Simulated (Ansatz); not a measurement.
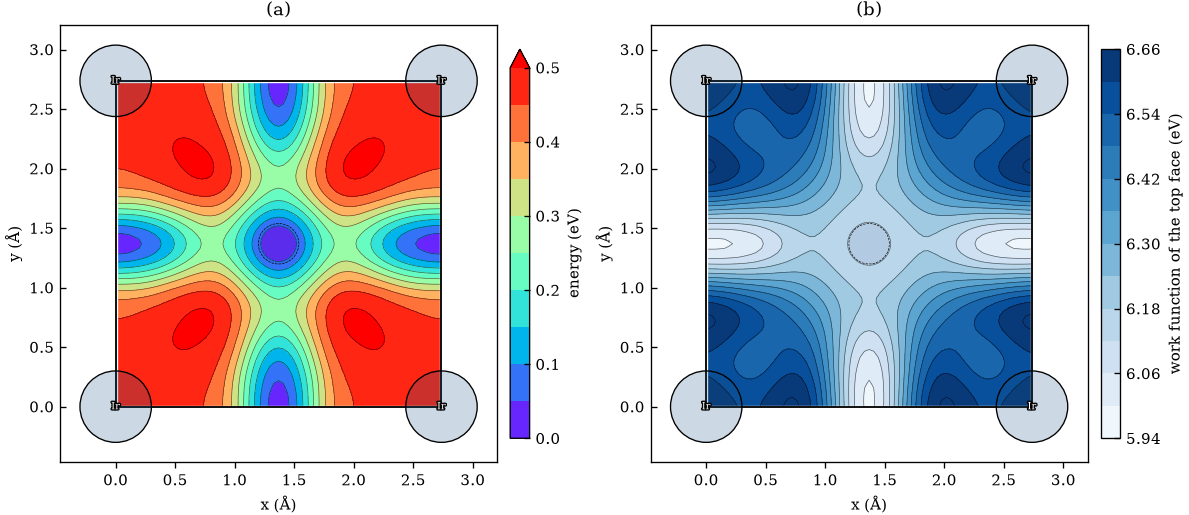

C on an Ir(100) slab cut from the Fm-3m phase, its upper half relaxed before the scan (3 atoms of substrate and one adsorbate in a 1 × 1 cell). C is moved over the surface cell; relaxed at each place: the height of the adsorbate's atoms; substrate rigid; the origin of the map has the adsorbate above Ir3. Places are given modulo a cell vector. The map is drawn in real space over the plane of the surface. The scan uses a 6 × 6 grid; 10 points were computed and 26 follow by symmetry. Energies are in eV, from the lowest grid point. With one adsorbate in each 1 × 1 cell, its nearest image is 2.7 Å away, so neighbouring adsorbates interact. Theory: DFT PBE, scalar-relativistic, plane waves, PAW in Ansatz 0.2.0. Settings: cutoff 420 eV, k-mesh 10×10×1, gaussian smearing 0.1 eV, no spin polarisation.

Panel (a) is the energy; panel (b) is the computed work function of the top face, in eV.

Drawn: filled contours, labelled circles for the atoms of the top layer and small ones for the second layer, the outline of one cell of the plane, one colour for all values above the top of the scale. Between grid points the surface is interpolated.

How does the work function of the top face vary over the map, and what is it at the lowest grid point?

Answer. It runs from 5.99 eV at a bridge site between two Ir atoms, (0/6, 3/6) of the cell vectors to 6.66 eV at the top site over a surface Ir atom, (0/6, 0/6) of the cell vectors. At the lowest grid point, a fourfold hollow over a second-layer Ir atom, (3/6, 3/6) of the cell vectors, it is 6.09 eV.

| second ↓, first → | 0/6 | 1/6 | 2/6 | 3/6 | 4/6 | 5/6 |
| --- | --- | --- | --- | --- | --- | --- |
| 5/6 | 6.60 | 6.51 | 6.47 | 6.05 | 6.47 | 6.51 |
| 4/6 | 6.56 | 6.47 | 6.32 | 6.18 | 6.32 | 6.47 |
| 3/6 | 5.99 | 6.05 | 6.18 | 6.09 | 6.18 | 6.05 |
| 2/6 | 6.56 | 6.47 | 6.32 | 6.18 | 6.32 | 6.47 |
| 1/6 | 6.60 | 6.51 | 6.47 | 6.05 | 6.47 | 6.51 |
| 0/6 | 6.66 | 6.60 | 6.56 | 5.99 | 6.56 | 6.60 |

PAW datasets: the set soft_1.
